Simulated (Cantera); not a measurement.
A closed system holds: 1 mol BaF2, 0.27 mol H2O, 13 mol H2, equilibrated at 1.10e-6 bar.

These are equilibrium values from Cantera (NASA tables, ideal gas, pure condensed phases), not measurements of a reactor. Candidate condensed phases: Ba, BaF2, BaO, Ba(OH)2, H2O; 27 gas species. The numbers say what is thermodynamically allowed, not how fast it happens.

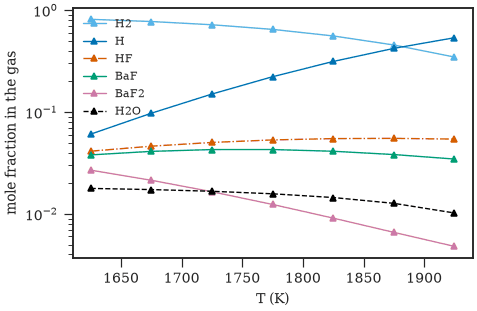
*Equilibrium gas composition (values under 1e-9 drawn at 1e-9)*

From 1625 K to 1925 K nothing is condensed. The main Ba-bearing gas is BaF throughout.
